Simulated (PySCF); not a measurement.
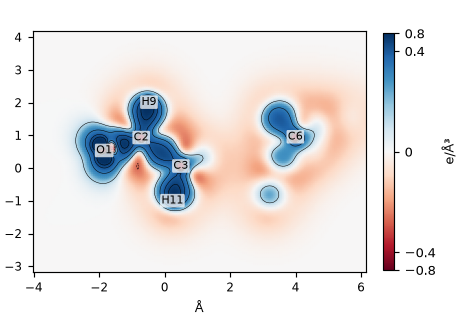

C5H8OSSe, SMILES `O=CC[Se]C1CCS1`. Deformation density (molecule less spherical, spin-averaged free atoms) in the plane of O1, C2, C3, C6, H9 and H11; colour scale in e/Å³, logarithmic beyond ±0.1; blue: gain, red: loss.

Computed with PySCF, r2SCAN/def2-SVP, geometry: GFN2-xTB. No frequency check shows the geometry to be a minimum. GFN2-xTB bond lengths at metals and heavier atoms can be off by up to 0.1 Å and shapes distorted, which carries into these values.

Q: Describe the bonding that the map shows.

A: C2–H9: +0.71 e/Å³ at the bond critical point (bond length 1.11 Å, Mayer order 0.9). C3–H11: +0.69 e/Å³ at the bond critical point (bond length 1.09 Å, Mayer order 0.9). O1–C2: +0.59 e/Å³ at the bond critical point (bond length 1.20 Å, Mayer order 2.1). C2–C3: +0.53 e/Å³ at the bond critical point (bond length 1.49 Å, Mayer order 1.0). In all, 3.6 electrons gather in the regions of gain relative to the promolecule.

Q: Where do the Hirshfeld charges lie?

A: The highest Hirshfeld charge is on C2 (+0.12 e), the lowest on O1 (−0.21 e).

Cost of the run: 2.2 min on 1 thread of Intel(R) Xeon(R) Processor @ 2.50GHz (Skylake/Cascade Lake), with other jobs on the host, peak memory 0.68 GiB.
